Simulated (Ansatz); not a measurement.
# Si2H4ClF (SMILES F[SiH]([SiH3])Cl): levels of theory compared

Wanted: a comparison of 6 runs (HF/STO-3G, BHLYP/def2-SVP, PBE-QIDH/def2-SVP, PBE0/def2-SVP, SVWN5/def2-SVP, RPA@PBE0/def2-SVP) of Si2H4ClF. 

Program for the calculation: Ansatz 0.2.0.

68 further runs of the same task are left out: 68 set aside as unsound or not needed. Runs told in other sessions of the task aren't counted.

## 1. The structure to begin with

Si2H4ClF has 8 atoms, charge 0, and is taken as a singlet. As SMILES, `F[SiH]([SiH3])Cl`. One bond was lengthened or shortened from a relaxed shape.

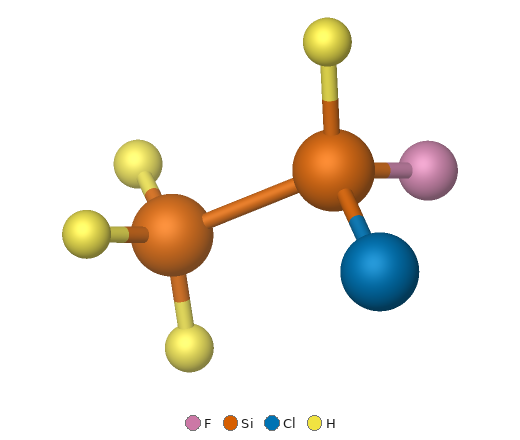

The structure, seen from a chosen angle (fluorine pink, silicon orange, chlorine blue, hydrogen yellow).

## 2. A single-point energy at HF/STO-3G (run 1)

job.yaml reads:

```yaml
crystal:
  periodic: [false, false, false]
  atoms:
    - symbol: F
      position_ang: [-1.475946, 1.670392, 0.269905]
    - symbol: Si
      position_ang: [-0.529846, 0.686392, -0.558995]
    - symbol: Si
      position_ang: [0.392054, -0.919408, 0.870005]
    - symbol: Cl
      position_ang: [-1.681046, -0.256508, -1.967195]
    - symbol: H
      position_ang: [0.596600, 1.655400, -1.392300]
    - symbol: H
      position_ang: [1.208754, -0.257508, 1.921005]
    - symbol: H
      position_ang: [1.256554, -1.820208, 0.064305]
    - symbol: H
      position_ang: [-0.703546, -1.700508, 1.498305]
basis:
  gaussian: {orbitals: STO-3G}
hamiltonian: {xc: hf}
accuracy: high
output: {orbitals: {seedname: orbitals}}
```

Run with:

```
$ ansatz run job.yaml --threads 1 --pin off --max-ram 3480MiB --events-out events.jsonl --progress --plain --runs-dir runs
```

Log:

```text
Warning: RAYON_NUM_THREADS=1 ignored (pool sized by the plan → 1); use --threads N
Functional definition: HF
  name "HF"
  exchange = exact_x
  correlation = 0
716 factors; integrals over basis functions are off by at most 1.7e-8 eV
mean field evaluation 1: about -30643.0923 eV, gradient 2.3e1 eV
mean field evaluation 2: about -30643.1319 eV, gradient 2.3e1 eV
mean field evaluation 4: about -30645.6855 eV, gradient 1.3e0 eV
mean field evaluation 8: about -30645.6976 eV, gradient 2.6e-2 eV
mean field -30645.69764566 eV, -1126.2086160780 hartree, gradient 8.9e-8 eV, S^2 0.000000; 0 other end points of the search recorded, 0 dependent functions left out
reference -30645.69764566 eV, -1126.2086160780 hartree; 29, 29 occupied and 7, 7 virtual orbitals, 716 factors
Total energy: -30645.69764566 eV, -1126.2086160780 hartree
```

Wall time 0.65 s (1 thread of Intel Xeon Platinum 8259CL at 2.50GHz (Skylake/Cascade Lake), shared host); peak memory 0.1 GiB.

## 3. The energy at BHLYP/def2-SVP (run 2)

run.yaml reads:

```yaml
crystal:
  periodic: [false, false, false]
  atoms:
    - {symbol: F, position_ang: [-1.475946, 1.670392, 0.269905]}
    - {symbol: Si, position_ang: [-0.529846, 0.686392, -0.558995]}
    - {symbol: Si, position_ang: [0.392054, -0.919408, 0.870005]}
    - {symbol: Cl, position_ang: [-1.681046, -0.256508, -1.967195]}
    - {symbol: H, position_ang: [0.596600, 1.655400, -1.392300]}
    - {symbol: H, position_ang: [1.208754, -0.257508, 1.921005]}
    - {symbol: H, position_ang: [1.256554, -1.820208, 0.064305]}
    - {symbol: H, position_ang: [-0.703546, -1.700508, 1.498305]}
basis:
  gaussian:
    orbitals: def2-SVP
hamiltonian:
  xc: {name: BHLYP}
accuracy: high
output: {orbitals: {seedname: orbitals}}
```

Run with:

```
$ ansatz run run.yaml --threads 1 --pin off --max-ram 3480MiB --events-out events.jsonl --progress --plain --runs-dir runs
```

Log:

```text
Warning: RAYON_NUM_THREADS=1 ignored (pool sized by the plan → 1); use --threads N
Functional definition: BHLYP
  name "BHLYP"
  parameter a = 0.5
  exchange = (1 - a)*b88_x + a*exact_x
  correlation = lyp_c
1792 factors; integrals over basis functions are off by at most 5.0e-9 eV
mean field evaluation 1: about -31048.3681 eV, gradient 2.9e1 eV
mean field evaluation 2: about -31048.1811 eV, gradient 3.3e1 eV
mean field evaluation 4: about -31049.8198 eV, gradient 1.6e0 eV
mean field evaluation 8: about -31050.1418 eV, gradient 1.1e-1 eV
mean field evaluation 16: about -31050.1418 eV, gradient 9.7e-6 eV
mean field -31050.14180856 eV, -1141.0716649226 hartree, gradient 2.3e-8 eV, S^2 0.000000; 0 other end points of the search recorded, 0 dependent functions left out
reference -31050.14183664 eV, -1141.0716659546 hartree; 29, 29 occupied and 59, 59 virtual orbitals, 1792 factors
Total energy: -31050.14183664 eV, -1141.0716659546 hartree
```

Run time: 9 s. Hardware: 1 thread of Intel Xeon Platinum 8259CL at 2.50GHz (Skylake/Cascade Lake), shared host; peak memory 0.31 GiB.

## 4. A single-point energy at PBE-QIDH/def2-SVP (run 3)

input.yaml reads:

```yaml
crystal:
  periodic: [false, false, false]
  atoms:
    - {symbol: F, position_ang: [-1.475946, 1.670392, 0.269905]}
    - {symbol: Si, position_ang: [-0.529846, 0.686392, -0.558995]}
    - {symbol: Si, position_ang: [0.392054, -0.919408, 0.870005]}
    - {symbol: Cl, position_ang: [-1.681046, -0.256508, -1.967195]}
    - {symbol: H, position_ang: [0.596600, 1.655400, -1.392300]}
    - {symbol: H, position_ang: [1.208754, -0.257508, 1.921005]}
    - {symbol: H, position_ang: [1.256554, -1.820208, 0.064305]}
    - {symbol: H, position_ang: [-0.703546, -1.700508, 1.498305]}
basis:
  gaussian:
    orbitals: def2-SVP
correlation:
  frozen_orbitals: {Cl: 5, F: 1, H: 0, Si: 5}
hamiltonian:
  xc: {name: PBE-QIDH}
accuracy: high
output: {orbitals: {seedname: orbitals}}
```

Run with:

```
$ ansatz run input.yaml --threads 1 --pin off --max-ram 3480MiB --events-out events.jsonl --progress --plain --runs-dir runs
```

Log:

```text
Warning: RAYON_NUM_THREADS=1 ignored (pool sized by the plan → 1); use --threads N
Functional definition: PBE-QIDH
  name "PBE-QIDH"
  parameter a = 3^(-1/3)
  parameter c = 1/3
  exchange = (1 - a)*pbe_x + a*exact_x
  correlation = (1 - c)*pbe_c + c*(mp2_os + mp2_ss)
1792 factors; integrals over basis functions are off by at most 5.0e-9 eV
mean field evaluation 1: about -31022.0005 eV, gradient 2.7e1 eV
mean field evaluation 2: about -31022.0487 eV, gradient 2.7e1 eV
mean field evaluation 4: about -31023.5427 eV, gradient 1.7e0 eV
mean field evaluation 8: about -31023.5558 eV, gradient 1.7e-2 eV
mean field evaluation 16: about -31023.5558 eV, gradient 9.3e-6 eV
mean field -31023.55583286 eV, -1140.0946483361 hartree, gradient 2.3e-8 eV, S^2 0.000000; 0 other end points of the search recorded, 0 dependent functions left out
16 core orbitals not correlated: weight in the atoms' cores, before any rotation towards them, 1.000 or more for the frozen orbitals, at most 0.000 for the correlated occupied ones
reference -31023.55583387 eV, -1140.0946483732 hartree; 13, 13 occupied and 59, 59 virtual orbitals, 1792 factors
second order -15.85132829 eV of doubles, -0.00000000 eV of singles
Total energy: -31028.83960996 eV, -1140.2888235632 hartree
```

It took 11 s on 1 thread of Intel Xeon Platinum 8259CL at 2.50GHz (Skylake/Cascade Lake), shared host; peak memory 0.31 GiB.

Runs 4 to 5 aren't shown in full; the table further down has their settings and results.

## 5. A single-point energy at RPA@PBE0/def2-SVP (run 6)

in.yaml reads:

```yaml
crystal:
  periodic: [false, false, false]
  atoms:
    - {symbol: F, position_ang: [-1.475946, 1.670392, 0.269905]}
    - {symbol: Si, position_ang: [-0.529846, 0.686392, -0.558995]}
    - {symbol: Si, position_ang: [0.392054, -0.919408, 0.870005]}
    - {symbol: Cl, position_ang: [-1.681046, -0.256508, -1.967195]}
    - {symbol: H, position_ang: [0.596600, 1.655400, -1.392300]}
    - {symbol: H, position_ang: [1.208754, -0.257508, 1.921005]}
    - {symbol: H, position_ang: [1.256554, -1.820208, 0.064305]}
    - {symbol: H, position_ang: [-0.703546, -1.700508, 1.498305]}
basis:
  gaussian:
    orbitals: def2-SVP
correlation:
  method: rpa
  frozen_orbitals: {Cl: 5, F: 1, H: 0, Si: 5}
accuracy: high
hamiltonian:
  xc: {name: PBE0}
```

Run with:

```
$ ansatz run in.yaml --threads 1 --pin off --max-ram 3480MiB --events-out events.jsonl --progress --plain --runs-dir runs
```

Log:

```text
Warning: RAYON_NUM_THREADS=1 ignored (pool sized by the plan → 1); use --threads N
Functional definition: PBE0
  name "PBE0"
  parameter a = 0.25
  parameter kappa = 0.804
  parameter beta = 0.06672455060314922
  exchange = (1 - a)*pbe_x(kappa = kappa, mu = beta*pi^2/3) + a*exact_x
  correlation = pbe_c(beta = beta)
1792 factors; integrals over basis functions are off by at most 5.0e-9 eV
mean field evaluation 1: about -31036.2263 eV, gradient 2.9e1 eV
mean field evaluation 2: about -31036.3729 eV, gradient 2.9e1 eV
mean field evaluation 4: about -31037.7453 eV, gradient 2.5e0 eV
mean field evaluation 8: about -31037.7648 eV, gradient 3.0e-2 eV
mean field evaluation 16: about -31037.7648 eV, gradient 7.4e-6 eV
mean field -31037.76482582 eV, -1140.6168191963 hartree, gradient 7.2e-8 eV, S^2 0.000000; 0 other end points of the search recorded, 0 dependent functions left out
16 core orbitals not correlated: weight in the atoms' cores, before any rotation towards them, 1.000 or more for the frozen orbitals, at most 0.000 for the correlated occupied ones
reference -30987.98784542 eV, -1138.7875489065 hartree; 13, 13 occupied and 59, 59 virtual orbitals, 1792 factors
Total energy: -31009.32960528 eV, -1139.5718441155 hartree
```

Wall time 12 s (1 thread of Intel Xeon Platinum 8259CL at 2.50GHz (Skylake/Cascade Lake), shared host); peak memory 0.31 GiB.

## 6. Overview of the runs

| run | level | frozen core orbitals | energy (Eh) | HOMO energy (eV) | LUMO energy (eV) | HOMO–LUMO gap (eV) | wall time |
| --- | --- | --- | --- | --- | --- | --- | --- |
| 1 | HF/STO-3G | – | -1126.208616 | -8.75 | 8.30 | 17.05 | 0.65 s |
| 2 | BHLYP/def2-SVP | – | -1141.071666 | -9.40 | 0.62 | 10.02 | 9 s |
| 3 | PBE-QIDH/def2-SVP | 16 | -1140.288824 | -10.25 | 1.36 | 11.60 | 11 s |
| 4 | PBE0/def2-SVP | – | -1140.616819 | -8.29 | -0.39 | 7.90 | 8.4 s |
| 5 | SVWN5/def2-SVP | – | -1136.646143 | -7.06 | -1.35 | 5.70 | 4.2 s |
| 6 | RPA@PBE0/def2-SVP | 16 | -1139.571844 | – | – | – | 12 s |

## 7. Outcome

| quantity | value |
| --- | --- |
| run 6: total energy | -1139.57184 Eh |
| run 6: RPA correlation energy (valence) | -784.3 mEh |

What this shows: Over runs 1, 2, 3, 4, 5 the HOMO–LUMO gap runs from 5.70 eV (SVWN5/def2-SVP) to 17.05 eV (HF/STO-3G). The two ends differ in method and basis. Totals of different functionals can't be ranked against each other. In run 1 the basis is minimal, so the values are rough. All runs together took 45 s, the longest 12 s.
